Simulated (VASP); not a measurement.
Input:

```
CELL_PARAMETERS angstrom
      4.65308     0.00000     0.00000
      0.00000     4.65308     0.00000
      0.00000     0.00000     3.07267
ATOMIC_POSITIONS crystal
  Mg 0.00000 0.00000 0.00000
  Mg 0.50000 0.50000 0.50000
  F  0.30276 0.30276 0.00000
  F  0.80276 0.19724 0.50000
  F  0.19724 0.80276 0.50000
  F  0.69724 0.69724 0.00000
```

Method: PBE GGA with D3 dispersion (zero damping), VASP's PBE PAW potentials (set 64) (plane waves; VASP). Settings: 520 eV cut-off, 6×6×8 Γ-centred mesh, tetrahedra with Blöchl corrections, potentials Mg F.

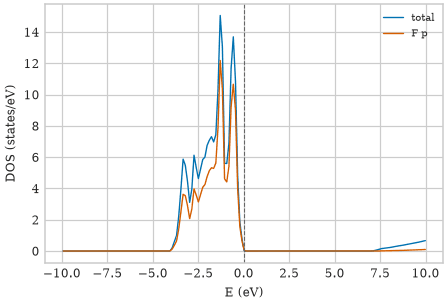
Fig. 1. Total and projected density of states, zero at the valence-band maximum

Within 2 eV below the valence-band maximum the largest weight inside VASP's projection spheres is F p.

The gap is direct, 6.96 eV, from the valence maximum at Γ to the conduction minimum at Γ.

The compound is MgF2 in the rutile structure. It was relaxed first.
